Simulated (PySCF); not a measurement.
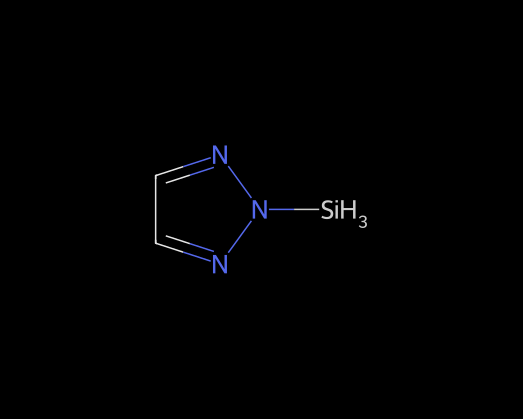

(Drawn from a calculation with PySCF.)

A structural formula.

> Transcribe the drawing into SMILES.

[SiH3]n1nccn1

> What is the molecular formula?

C2H5N3Si.
